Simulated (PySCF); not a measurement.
```yaml
atoms:
  - { symbol: F, position_ang: [-2.0454, -0.8812, 1.4232] }
  - { symbol: C, position_ang: [-2.6921, -0.6119, 0.2897] }
  - { symbol: F, position_ang: [-3.9089, -1.1407, 0.3240] }
  - { symbol: C, position_ang: [-2.1282, 0.0857, -0.6805] }
  - { symbol: F, position_ang: [-2.8528, 0.3187, -1.7950] }
  - { symbol: Si, position_ang: [-0.3712, 0.8220, -0.6339] }
  - { symbol: C, position_ang: [0.8438, -0.5375, -0.1276] }
  - { symbol: Ge, position_ang: [2.6980, 0.1189, -0.1752] }
  - { symbol: H, position_ang: [-0.3859, 1.9219, 0.3356] }
  - { symbol: H, position_ang: [-0.1526, 1.2943, -2.0015] }
  - { symbol: H, position_ang: [0.7550, -1.3969, -0.7923] }
  - { symbol: H, position_ang: [0.6198, -0.8896, 0.8787] }
  - { symbol: H, position_ang: [3.6679, -0.9480, 0.2277] }
  - { symbol: H, position_ang: [3.0698, 0.5741, -1.5481] }
  - { symbol: H, position_ang: [2.8781, 1.2782, 0.7477] }
```

Geometry: GFN2-xTB.

All numbers below come from PySCF 2.14.0, CAM-B3LYP/def2-SVPD, SCF density, gas phase.

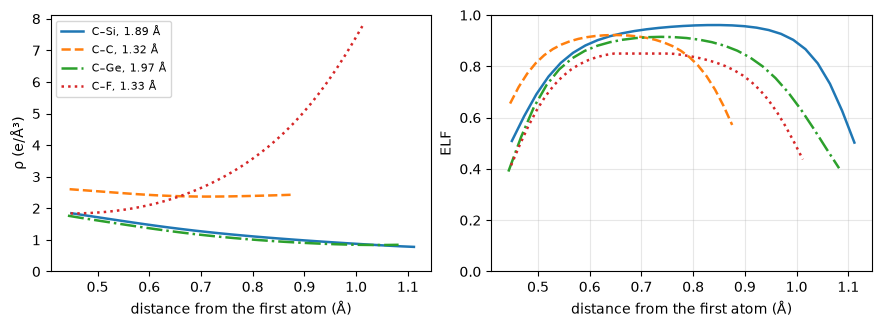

C3H7F3GeSi. Total electron density and electron localisation function along straight lines between neighbouring atoms. The curves leave out the atomic cores.

> What can be read from the curves?

C–Si (1.89 Å): the density is about 0.93 e/Å³ at the midpoint; the ELF peaks at about 0.95 between the atoms, as expected for localised, covalent bonding.
C–C (1.32 Å): ρ at the midpoint is about 2.4 e/Å³; the ELF peaks at about 0.90 between the atoms (a multiple bond).
C–Ge (1.97 Å): ρ at the midpoint is about 0.85 e/Å³; the ELF peaks at about 0.90 in the valence shell of C, 0.7 Å from its nucleus, and is about 0.70 at the midpoint.
C–F (1.33 Å): ρ is about 2.4 e/Å³ halfway; the ELF peaks at about 0.85 between the atoms; a polar covalent bond.
